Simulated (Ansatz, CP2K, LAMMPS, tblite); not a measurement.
# Liquid Hg22Cd10S32 at 2200 K (64 atoms) in CP2K, part 2 of 2

How do the settings of CP2K change the result for liquid Hg22Cd10S32 at 2200 K (64 atoms)? A plane-wave run serves as the yardstick.

Program: CP2K 2026.2; the method stands at each step. Banners, paths, timers and routine set-up lines are dropped from the logs unmarked, and long logs keep their key lines alone; longer cuts are marked.

So far. Step 2 (PBE, DZVP-UZH, 800/60 Ry, diagonalisation): Forces lie 8.8 % from the reference's, at 6.0 times its CPU time (on 2 against 4 cores). Step 3 (PBE, SZV-MOLOPT-SR, 800/60 Ry, diagonalisation): Against the first run (8.8 %), the force difference from the reference is 61 %, at 0.70 times the CPU time (on 1 against 2 cores), with 416 basis functions against 1216; this set comes with other potentials too, so the change isn't the basis's alone.

## Step 4: revPBE, PBE potentials, DZVP-UZH, 800/60 Ry, diagonalisation

Method: Kohn-Sham DFT, revPBE, GTH-PBE pseudopotentials, Gaussian and plane waves, DZVP-MOLOPT (UZH set), diagonalisation.

input.inp reads:

```
&GLOBAL
  PROJECT cell
  RUN_TYPE ENERGY_FORCE
  PRINT_LEVEL LOW
&END GLOBAL
&FORCE_EVAL
  METHOD QS
  STRESS_TENSOR ANALYTICAL
  &DFT
    BASIS_SET_FILE_NAME BASIS_MOLOPT_UZH
    POTENTIAL_FILE_NAME POTENTIAL_UZH
    &MGRID
      CUTOFF 800
      REL_CUTOFF 60
      NGRIDS 5
    &END MGRID
    &QS
      EPS_DEFAULT 1.0E-12
    &END QS
    &SCF
      SCF_GUESS ATOMIC
      EPS_SCF 1.0E-06
      MAX_SCF 200
      ADDED_MOS 14
      &DIAGONALIZATION
        ALGORITHM STANDARD
      &END DIAGONALIZATION
      &SMEAR ON
        METHOD FERMI_DIRAC
        ELECTRONIC_TEMPERATURE [K] 580
      &END SMEAR
      &MIXING
        METHOD BROYDEN_MIXING
        ALPHA 0.3
        NBROYDEN 8
      &END MIXING
      &PRINT
        &RESTART OFF
        &END RESTART
      &END PRINT
    &END SCF
    &XC
      &XC_FUNCTIONAL
        &PBE
          PARAMETRIZATION REVPBE
        &END PBE
      &END XC_FUNCTIONAL
    &END XC
    &PRINT
      &MULLIKEN ON
      &END MULLIKEN
      &HIRSHFELD ON
        SHAPE_FUNCTION DENSITY
      &END HIRSHFELD
      &MO ON
        EIGENVALUES T
        OCCUPATION_NUMBERS T
        MO_INDEX_RANGE 277 300
        &EACH
          QS_SCF 0
        &END EACH
        ADD_LAST NUMERIC
      &END MO
    &END PRINT
  &END DFT
  &SUBSYS
    &CELL
      A 11.96210 0.00000 0.00000
      B 0.00000 11.96210 0.00000
      C 0.00000 0.00000 11.96210
    &END CELL
    &COORD
[... 64 atom lines left out: the same atoms as in the first run ...]
    &END COORD
    &KIND Hg
      BASIS_SET DZVP-MOLOPT-PBE-GTH-q12
      POTENTIAL GTH-PBE-q12
    &END KIND
    &KIND Cd
      BASIS_SET DZVP-MOLOPT-PBE-GTH-q12
      POTENTIAL GTH-PBE-q12
    &END KIND
    &KIND S
      BASIS_SET DZVP-MOLOPT-PBE-GTH-q6
      POTENTIAL GTH-PBE-q6
    &END KIND
  &END SUBSYS
  &PRINT
    &FORCES ON
    &END FORCES
    &STRESS_TENSOR ON
    &END STRESS_TENSOR
  &END PRINT
&END FORCE_EVAL
```

On the command line:

```bash
OMP_NUM_THREADS=2 cp2k.psmp -i input.inp > output.txt
```

Numbers of over 12 decimals in the logs are rounded to 6 here.

The program printed:

```text
CP2K| version string:                                       CP2K version 2026.2
 CP2K| Input file name                                                 input.inp
 GLOBAL| Basis set file name                                    BASIS_MOLOPT_UZH
 GLOBAL| Potential file name                                       POTENTIAL_UZH
 GLOBAL| Run type                                                   ENERGY_FORCE
 GLOBAL| Total number of message passing processes                             1
 GLOBAL| Number of threads for this process                                    2
[... lines left out ...]
                        Smear method:                                FERMI_DIRAC
[... lines left out ...]
 Number of electrons:                                                        576
[... lines left out ...]
  Step     Update method      Time    Convergence         Total energy    Change
[... lines left out ...]
  *** SCF run converged in    35 steps ***
[... lines left out ...]
  Fermi energy:                                                 0.142788
  Total energy:                                             -1691.794559
  Total energy (extrapolated to T->0):                      -1691.787305
[... lines left out ...]
 MO| E(Fermi):            0.142788 a.u.          3.885449 eV
[... lines left out ...]
     64       S      3       6.000          6.248                        -0.248
  Total Charge                                                            0.000
 !-----------------------------------------------------------------------------!
 ENERGY| Total FORCE_EVAL ( QS ) energy [hartree]          -1691.794556
 FORCES| Atomic forces [hartree/bohr]
 FORCES|   Atom     x               y               z               |f|
 FORCES|      1 -9.01906112E-03  1.19514239E-02  2.35365926E-04   1.49744915E-02
 FORCES|      2 -7.06451477E-03 -3.29963442E-03  5.64006877E-03   9.62316642E-03
 FORCES|      3 -1.96594488E-02  1.28171903E-02 -3.38024301E-03   2.37107641E-02
[...]
FORCES|     63  2.12070142E-02 -3.73828554E-02  4.55325336E-03   4.32197576E-02
 FORCES|     64  1.76087613E-02 -9.43740006E-03 -1.82168107E-02   2.70367378E-02
 FORCES| Sum     7.83864685E-07 -7.61381354E-07  1.36834035E-06
 FORCES| Total atomic force                                       1.75114269E-06
 STRESS| Analytical stress tensor [bar]
 STRESS|                        x                   y                   z
 STRESS|      x       -4.79712279775E+03   8.28564276461E+01   2.26952709075E+03
 STRESS|      y        8.28564276461E+01   9.22706823164E+03  -6.17517905670E+02
 STRESS|      z        2.26952709075E+03  -6.17517905670E+02   1.07800402915E+04
 STRESS| 1/3 Trace                                             5.06999524180E+03
```

It took 8.2 min on 2 threads of Arm Neoverse V1, shared host; peak memory 6.8 GiB.

Against the reference:

```yaml
r_m_s_force_component: 0.7078 eV/Å
r_m_s_difference_of_force_components: 68.95 meV/Å
longest_difference_of_force_vectors: 361.1 meV/Å
force_difference_over_r_m_s_force: 10.47 %
slope_of_forces_against_the_reference_s: 1.072
correlation_of_force_components: 0.9975
pressure: 0.507 GPa
pressure_difference: 1.796 GPa
```

Against the first run (8.8 %), the force difference from the reference is 10 %, at 1.1 times the CPU time; the model has changed, so this is no error of the program alone.

## Step 5: PBE, DZVP-UZH, 280/60 Ry, diagonalisation

Method: Kohn-Sham DFT, PBE, GTH-PBE pseudopotentials, Gaussian and plane waves, DZVP-MOLOPT (UZH set), diagonalisation.

input.inp, as its differences from that of step 4:

```diff
@@ -12,5 +12,4 @@
     &MGRID
-      CUTOFF 800
+      CUTOFF 280
       REL_CUTOFF 60
-      NGRIDS 5
     &END MGRID
@@ -42,6 +41,3 @@
     &XC
-      &XC_FUNCTIONAL
-        &PBE
-          PARAMETRIZATION REVPBE
-        &END PBE
+      &XC_FUNCTIONAL PBE
       &END XC_FUNCTIONAL
@@ -72,3 +68,28 @@
     &COORD
-[... 64 atom lines left out: the same atoms as in the first run ...]
+      SCALED
+      Hg 0.72776 0.39598 0.84685
+      Hg 0.05258 0.81347 0.04040
+      Hg 0.35446 0.71194 0.51414
+      Hg 0.52258 0.97415 0.59818
+      Hg 0.48222 0.67295 0.75141
+      Hg 0.00902 0.46392 0.96423
+      Hg 0.53492 0.34503 0.31207
+      Hg 0.81772 0.14960 0.71876
+      Hg 0.40525 0.93105 0.88265
+      Hg 0.20454 0.08919 0.01110
+      Hg 0.97392 0.05433 0.88530
+      Hg 0.04605 0.12507 0.41087
+      Hg 0.29751 0.33487 0.07115
+      Hg 0.20682 0.95590 0.52328
+      Hg 0.70335 0.09741 0.36224
+      Hg 0.41687 0.10704 0.22062
+      Hg 0.07032 0.48621 0.38333
+      Hg 0.69058 0.77730 0.46404
+      Hg 0.76177 0.38316 0.20523
+      Hg 0.27255 0.68265 0.89400
+[... 40 atom lines left out ...]
+      S 0.16093 0.35310 0.57976
+      S 0.01817 0.12120 0.63833
+      S 0.80030 0.97054 0.49230
+      S 0.22548 0.21053 0.27880
     &END COORD
```

The program printed:

```text
CP2K| version string:                                       CP2K version 2026.2
 CP2K| Input file name                                                 input.inp
 GLOBAL| Basis set file name                                    BASIS_MOLOPT_UZH
 GLOBAL| Potential file name                                       POTENTIAL_UZH
 GLOBAL| Run type                                                   ENERGY_FORCE
 GLOBAL| Total number of message passing processes                             1
 GLOBAL| Number of threads for this process                                    2
[... lines left out ...]
                        Smear method:                                FERMI_DIRAC
[... lines left out ...]
 Number of electrons:                                                        576
[... lines left out ...]
  Step     Update method      Time    Convergence         Total energy    Change
[... lines left out ...]
  *** SCF run converged in    31 steps ***
[... lines left out ...]
  Fermi energy:                                                 0.140083
  Total energy:                                             -1691.043460
  Total energy (extrapolated to T->0):                      -1691.036178
[... lines left out ...]
 MO| E(Fermi):            0.140083 a.u.          3.811861 eV
[... lines left out ...]
     64       S      3       6.000          6.239                        -0.239
  Total Charge                                                            0.000
 !-----------------------------------------------------------------------------!
 ENERGY| Total FORCE_EVAL ( QS ) energy [hartree]          -1691.043458
 FORCES| Atomic forces [hartree/bohr]
 FORCES|   Atom     x               y               z               |f|
 FORCES|      1 -8.86967532E-03  1.14652590E-02  7.63112560E-04   1.45157034E-02
 FORCES|      2 -7.18221496E-03 -3.68043490E-03  5.44648715E-03   9.73622283E-03
 FORCES|      3 -1.92875082E-02  1.22790404E-02 -3.02898871E-03   2.30642056E-02
[...]
FORCES|     63  2.10151108E-02 -3.69847673E-02  4.32418985E-03   4.27575316E-02
 FORCES|     64  1.73193631E-02 -9.01273465E-03 -1.82275555E-02   2.67101761E-02
 FORCES| Sum    -3.55998689E-04 -4.23985293E-04 -1.39470415E-04
 FORCES| Total atomic force                                       5.70920828E-04
 STRESS| Analytical stress tensor [bar]
 STRESS|                        x                   y                   z
 STRESS|      x       -1.74021859979E+04   2.36453913351E+02   2.26666592861E+03
 STRESS|      y        2.36453913351E+02  -3.42422021675E+03  -5.18190620467E+02
 STRESS|      z        2.26666592861E+03  -5.18190620467E+02  -1.63872117478E+03
 STRESS| 1/3 Trace                                            -7.48837579648E+03
```

Wall time 5.1 min (2 threads); peak memory 1.7 GiB.

Against the reference:

```
r.m.s. force component                          : 0.6973 eV/Å
r.m.s. difference of force components           : 57.97 meV/Å
longest difference of force vectors             : 298.4 meV/Å
force difference over r.m.s. force              : 8.803 %
slope of forces against the reference's         : 1.057
correlation of force components                 : 0.998
pressure                                        : -0.7488 GPa
pressure difference                             : 0.5402 GPa
energy less the same-level run's                : -0.004 meV/atom
r.m.s. force difference from the same-level run : 3.03 meV/Å
```

This is a coarse setting, run to see what it loses.

Against the first run (8.8 %), the force difference from the reference is 8.8 %, at 0.73 times the CPU time: the change moves forces by 3.0 meV/Å r.m.s., so most of the difference comes from elsewhere.

## Step 6: Side by side

Differences are against the plane-wave reference, forces as r.m.s. over components; share is that over the reference's r.m.s. force, slope the least-squares factor from reference forces to these. Total energies of different programs have different zeros and aren't compared.

```tsv
run	Δ force, r.m.s. (meV/Å)	share (%)	slope	Δ pressure (GPa)	cores	CPU time	memory (GiB)
reference	-	-	-	-	4	2.2 min	2.5
CP2K PBE, DZVP-UZH, 800/60 Ry, diagonalisation	58.1	8.82	1.056	0.540	2	13 min	6.8
CP2K PBE, SZV-MOLOPT-SR, 800/60 Ry, diagonalisation (coarse)	405	61.5	1.455	0.476	1	9.1 min	6.4
CP2K revPBE, PBE potentials, DZVP-UZH, 800/60 Ry, diagonalisation	69.0	10.5	1.072	1.80	2	15 min	6.8
CP2K PBE, DZVP-UZH, 280/60 Ry, diagonalisation (coarse)	58.0	8.80	1.057	0.540	2	9.6 min	1.7
```

Rows marked coarse were listed beforehand as settings not expected to be converged; some can still land near the reference.

CPU time is summed over cores on a shared host, where runs went side by side, so it is rough. Symmetry, cutoffs, thresholds, outputs and thread counts weren't matched or tuned between programs; memory under MPI is the largest rank's times the ranks.

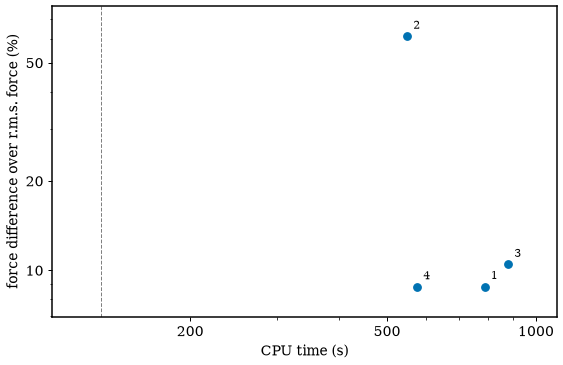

Force difference against CPU time; the dashed line marks the reference's time. Points: 1 CP2K PBE, DZVP-UZH, 800/60 Ry, diagonalisation; 2 CP2K PBE, SZV-MOLOPT-SR, 800/60 Ry, diagonalisation; 3 CP2K revPBE, PBE potentials, DZVP-UZH, 800/60 Ry, diagonalisation; 4 CP2K PBE, DZVP-UZH, 280/60 Ry, diagonalisation.

Mean charges by element (e), by run and scheme:

```tsv
run	scheme	Hg	Cd	S
CP2K PBE, DZVP-UZH, 800/60 Ry, diagonalisation	Mulliken	+0.22	+0.47	-0.30
CP2K PBE, DZVP-UZH, 800/60 Ry, diagonalisation	Hirshfeld	+0.20	+0.27	-0.22
CP2K revPBE, PBE potentials, DZVP-UZH, 800/60 Ry, diagonalisation	Mulliken	+0.23	+0.50	-0.31
CP2K revPBE, PBE potentials, DZVP-UZH, 800/60 Ry, diagonalisation	Hirshfeld	+0.20	+0.29	-0.23
```

Within one program, basis, potentials and functional, energies share a zero. Each run against its twin at the usual cutoff or grid and solver:

```tsv
run	twin	Δ energy (meV/atom)	Δ force, r.m.s. (meV/Å)	CPU time over the twin's
CP2K PBE, DZVP-UZH, 280/60 Ry, diagonalisation	DZVP-UZH, 800/60 Ry, diagonalisation	-0.004	3.03	0.73
```

Further runs of this program without a result: CP2K GFN1-xTB, diagonalisation (not converged).

## Step 7: Summary of results

```json
{"nearest in forces": "a tie at 8.8 % of 2 runs: CP2K PBE, DZVP-UZH, 800/60 Ry, diagonalisation; CP2K PBE, DZVP-UZH, 280/60 Ry, diagonalisation (coarse)"}
```

What this shows: The PBE run in local orbitals, coarse settings apart, differs by 8.8 % (CP2K PBE, DZVP-UZH, 800/60 Ry, diagonalisation); basis, grid and potentials can all enter. Rows with another functional or a dispersion term differ by 10 % (CP2K revPBE, PBE potentials, DZVP-UZH, 800/60 Ry, diagonalisation), which mixes the change of model with differences of basis and potentials, some of them made for another functional. Runs with settings chosen to be coarse differ by 8.8 % (CP2K PBE, DZVP-UZH, 280/60 Ry, diagonalisation) to 61 % (CP2K PBE, SZV-MOLOPT-SR, 800/60 Ry, diagonalisation), their programs' other errors included. None of the electronic-structure runs in the table takes under half the reference's CPU time of 2.2 min; they take 4.2 to 6.6 times as much. CP2K PBE, SZV-MOLOPT-SR, 800/60 Ry, diagonalisation stiffens the forces by a factor of 1.46 while following their directions (correlation 0.962); the slopes of the 4 CP2K runs lie between 1.06 and 1.46. Charges hang on scheme and program or settings: among these rows the mean for Cd runs from +0.27 to +0.50 e. The potentials hold different valence shells: 832 electrons in the reference, 576 in CP2K with SZV-MOLOPT-SR; this bears on time and differences. The frame stands for 2200 K, but pressures are static and levels are smeared at 580 K, under the temperature of the frame, which matters where levels are partly filled. The network of bonds at the start is that of the classical potential that made the cell, and needn't be the one that DFT or experiment would give. The electronic-structure runs sample only Γ, in a cell whose shortest periodic width is 12 Å, which is coarse for a cell with partly filled levels. Spin–orbit coupling is left out, which matters for the levels of the heavy elements.

[Also dropped from logs without a mark: logging warnings of Python, and SIESTA's first energy breakdown and zero terms.]

[Logs are printed without paths, hosts, clocks, repeated set-up lines and the standing remarks that a program may print on its own settings, such as how far it seeks lower states.]

[Hosts, paths, dates, database ids (printed as entryN), source tags and the programs' standing remarks are cut or masked in the printed files.]
